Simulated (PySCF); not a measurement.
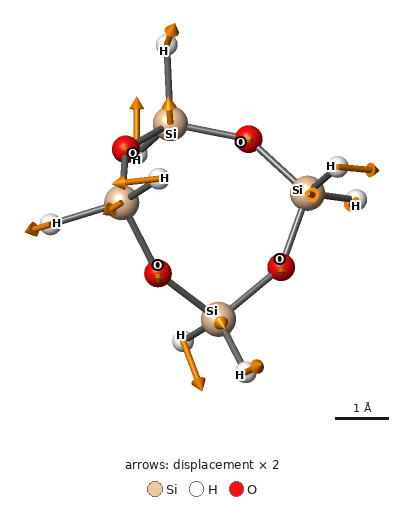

This is a relaxation of Si4H8O4. The starting structure is drawn; orange arrows show the displacements, magnified 2 times. The two geometries are superimposed by the best rigid fit.

The picture is a ball-and-stick view, seen at a tilt.

The start comes from GFN2-xTB. Its atoms were then displaced at random by about 0.03 Å.

Computed with PBE0-D3(BJ)/def2-SVP geometry optimisation, gas phase (PySCF). 

> Atoms of which element are displaced furthest, and by how much?

Hydrogen: up to 0.60 Å, against 0.30 Å for silicon.

> Describe the change and its energy.

After 12 geometry steps the energy has fallen by 1.270 eV. The atom that moves furthest after the best rigid fit is an H atom (0.60 Å). Largest moves by element: H 0.60 Å, Si 0.30 Å, O 0.10 Å. Some distances before and after: O–Si 1.533 → 1.649 Å, H–Si 1.390 → 1.488 Å, H–Si 1.431 → 1.484 Å, H–Si 1.529 → 1.485 Å. Bond angles that change, for instance: H–Si–H 124.0° → 111.7°, Si–O–Si 145.6° → 156.8°, H–Si–O 100.2° → 108.5°. Cost: 9.2 min on 1 thread of Intel(R) Xeon(R) Processor @ 2.50GHz, with other jobs on the host.
